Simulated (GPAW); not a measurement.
# Surface energy and work function of Ru(0001) from slabs of 3 to 12 layers (RPBE)

How do energy and work function of Ru(0001) films settle with thickness, and what surface energy follows?

How it was computed: GPAW 26.7.0, plane waves at 450 eV with PAW setups; symmetric 1×1 slabs cut at the tabulated lattice constant (two decimals; low-temperature values for the alkali metals), atoms at bulk places, 7.5 Å of vacuum on each side, one in-plane mesh for all thicknesses, Fermi-Dirac smearing of 0.1 eV. Energies are extrapolated to zero smearing and count from the program's reference atoms. Functional RPBE. The cell's area is 6.313 Å².

Results, with one row withheld:

```
layers  energy (eV)  work function (eV)
     3     −24.4690                4.81
     4     −33.1599                4.90
     5     −41.9144                4.85
     6     −50.6809                4.88
     7     −59.4361                4.89
     8     −68.1881                4.88
     9     −76.9379                4.88
    10     −85.7018                4.88
    11     −94.4699                4.88
    12            ?                   ?
```

Q: What surface energy do these runs give, and what energy and work function should the 12-layer slab have?

Worked answer. A slab of n layers has E(n) = nε + 2Aγ once its middle is bulk-like. A line through n = 6 to 11 has the slope ε = −8.7569 eV a layer and the intercept 2Aγ = 1.8646 eV (r.m.s. residual 5.8 meV). So γ = 1.8646 / (2 × 6.313 Å²) = 0.1477 eV/Å² = 2.37 J/m², with a standard error of about 0.02 J/m² from the scatter about the line. For 12 layers: 1.8646 + 12 × (−8.7569) = −103.218 eV; the run gives −103.222 eV, 4.0 meV under the line. The work function has no such law: from 6 to 11 layers it moves between 4.88 and 4.89 eV (mean 4.88), and the 12-layer slab gives 4.88 eV. The thinnest slab, 3 layers, lies −0.07 eV from that mean. The values go up and down with thickness, as expected where levels confined across the film cross the Fermi level one by one.

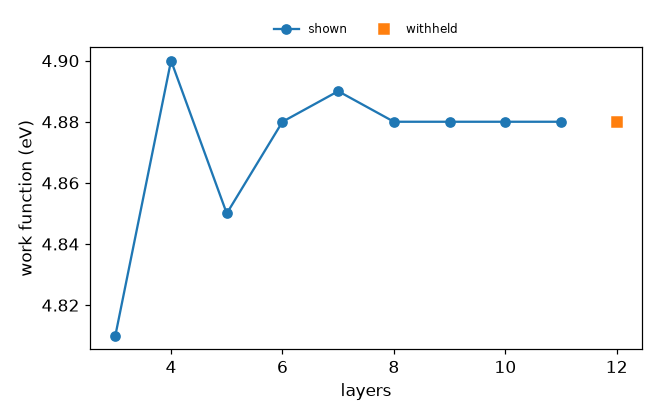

Work function against thickness.

Caveats: The surfaces are unrelaxed, so γ is an upper bound for this functional and lattice constant. The tabulated lattice constant isn't the functional's own, which strains the slab a little.

[Logs are printed without paths, hosts, clocks, repeated set-up lines and the standing remarks that a program may print on its own settings, such as how far it seeks lower states.]
